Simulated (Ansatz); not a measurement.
# Calculations on C₃H₅BrO

### Relaxation

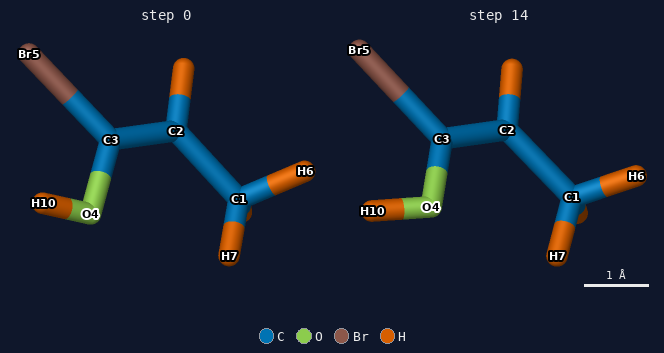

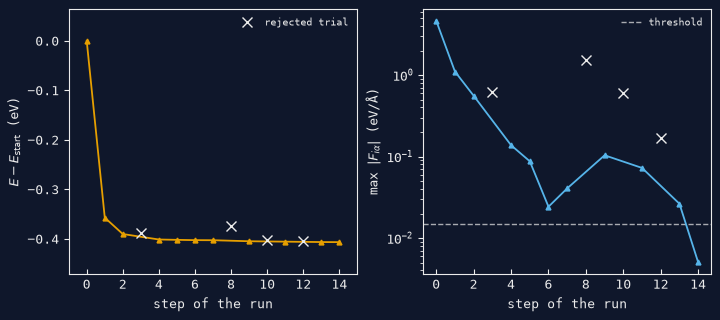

First and last geometry of a relaxation of C$_{3}$H$_{5}$BrO, with the history of the run. A stick model, seen at a tilt.

The run prepares an end point of a later path (torsion) calculation, from a guessed geometry.

Computed with Ansatz, RKS r2SCAN-D4/def2-SVP. Set-up: no spin polarisation; force threshold 0.015 eV/Å; at most 40 steps.

> Did the run converge, and what did it change?

It converged. The energy falls by 0.406 eV in 10 accepted moves (14 points after the start). The largest force component goes from 4.6 to 0.005 eV/Å. The line search rejected the trial steps at points 3, 8, 10, 12 of the run. The largest move after the best rigid fit is that of the O atom, 0.21 Å. By element the largest moves are O 0.21 Å, H 0.17 Å, Br 0.06 Å, C 0.04 Å. Near-neighbour distances that change, for instance: H–O 0.900 → 0.968 Å, C–H 1.041 → 1.103 Å, C–H 1.166 → 1.104 Å, C–O 1.397 → 1.347 Å. Bond angles that change, for instance: C–C–H 105.5° → 111.1°, H–C–H 112.4° → 108.4°, C–O–H 107.2° → 109.5°. Groups turn about C–O by about 25°.

### Relaxation

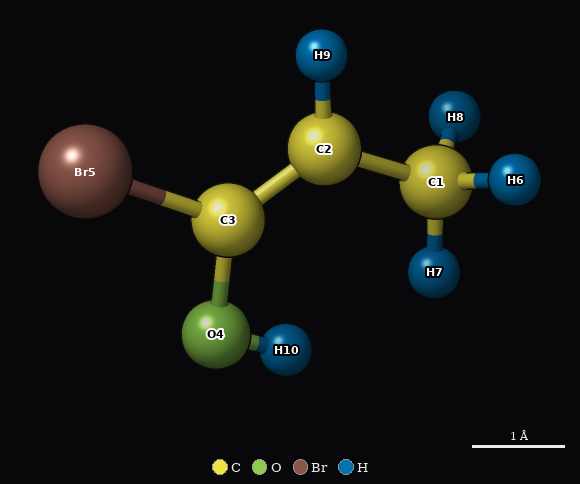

This is the input geometry for a relaxation of C$_{3}$H$_{5}$BrO. Style: ball-and-stick. Shown at a tilt.

The run prepares an end point of a later path (torsion) calculation, from a guessed geometry.

The calculation used RKS r2SCAN-D4/def2-SVP in Ansatz 0.2.0.

Input file:
```yaml
crystal:
  periodic: [false, false, false]
  atoms:
    - { symbol: C, position_ang: [-1.1718, -0.8167, 0.1005] }
    - { symbol: C, position_ang: [-0.2687, 0.2817, 0.5402] }
    - { symbol: C, position_ang: [0.8642, 0.5831, -0.0667] }
    - { symbol: O, position_ang: [1.3895, -0.0831, -1.1765] }
    - { symbol: Br, position_ang: [2.0255, 1.914, 0.5718] }
    - { symbol: H, position_ang: [-2.191, -0.3042, -0.1397] }
    - { symbol: H, position_ang: [-0.8511, -1.3015, -0.7998] }
    - { symbol: H, position_ang: [-1.325, -1.49, 0.8798] }
    - { symbol: H, position_ang: [-0.5629, 0.8556, 1.4687] }
    - { symbol: H, position_ang: [0.8044, -0.72942, -1.40003] }
basis:
  gaussian: { orbitals: def2-SVP }
hamiltonian:
  xc: r2scan
  dispersion: d4
relax:
  f_tol: 0.015
  max_steps: 40
```

Launched with:
```bash
ansatz run input.yaml --threads 2 --pin off --max-ram 3072MiB --backend cpu --events-out ev --progress --plain --runs-dir out
```

Q: What does the optimiser find from here?

A: After 5 geometry steps the energy has fallen by 0.422 eV. Largest force component: 4.2 eV/Å at the start, 0.0096 eV/Å at the end. The atom that moves furthest after the best rigid fit is O4 (0.077 Å). Largest moves by element: O 0.077 Å, H 0.073 Å, C 0.062 Å, Br 0.027 Å. Some distances before and after: O4–H10 0.900 → 0.970 Å, C1–H8 1.041 → 1.104 Å, C1–H6 1.166 → 1.104 Å, C3–O4 1.397 → 1.346 Å. Among the angles between lasting bonds that change: C2–C1–H6 105.5° → 111.4°, H7–C1–H8 112.4° → 106.7°, C2–C3–O4 125.4° → 128.2°.

Final geometry:

```xyz
10

C    -1.2211   -0.7802    0.1067
C    -0.2629    0.2827    0.5496
C     0.9005    0.5640   -0.0630
O     1.4300   -0.0222   -1.1526
Br    2.0445    1.9331    0.5710
H    -2.2114   -0.3554   -0.1330
H    -0.8866   -1.3274   -0.7912
H    -1.3802   -1.5349    0.8960
H    -0.5227    0.8738    1.4304
H     0.8230   -0.7240   -1.4356
```

The end point in the same view:

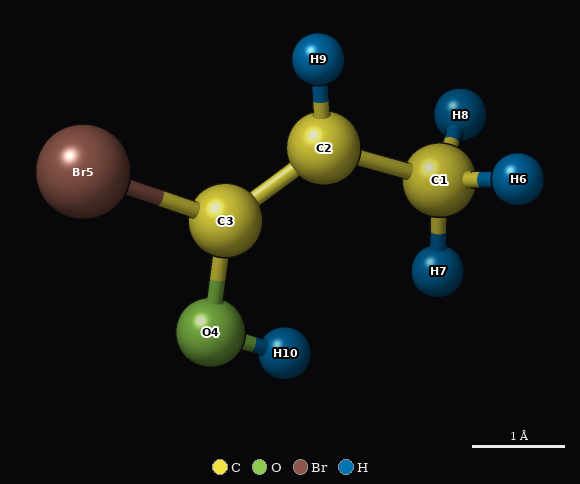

### Path

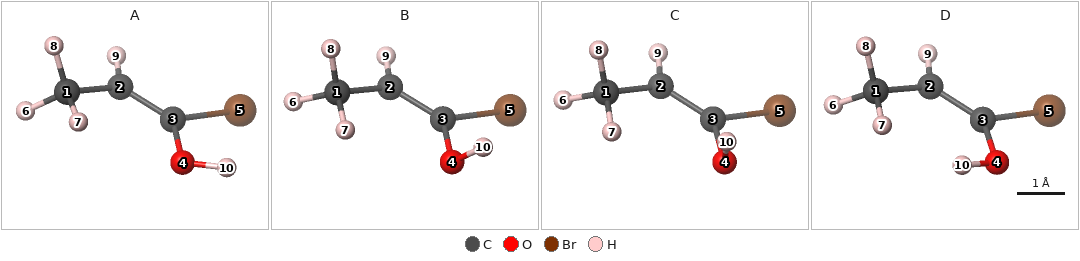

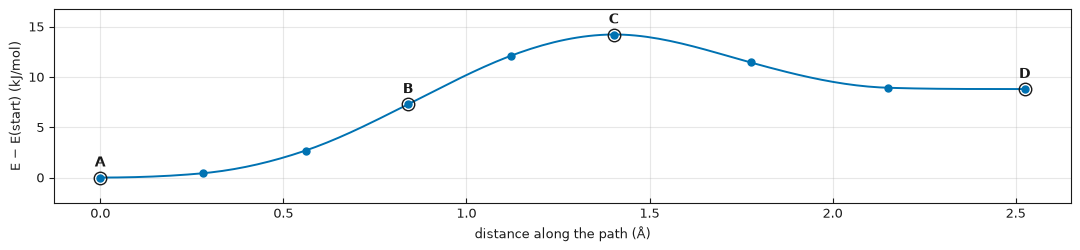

NEB run on C3H5BrO. Images are numbered from 0 (start) to 8 (end). Frames A to D are images 0, 3, 5, 8. A ball-and-stick model, seen from a free direction.

All numbers below come from RKS r2SCAN-D4/def2-SVP (Ansatz). Settings: 7 movable images; climbing image; force threshold 0.05 eV/Å; iteration limit 51; starting path through a guess of the saddle point.

Q: Describe the mechanism and the energy profile.

A: The motion is a rotation about the C3–O4 bond by about 155°. No bond forms or breaks between the ends. Forward barrier 14.2 kJ/mol, backward barrier 5.4 kJ/mol, with image 5 at the top; the reaction energy is +8.8 kJ/mol. The band is converged. At the top, the vibrational analysis gives one imaginary mode (296i cm⁻¹), as a transition state must have.

The run took 5.9 min on 2 threads of Arm Neoverse V1, with other jobs on the host, peak memory 0.18 GiB.
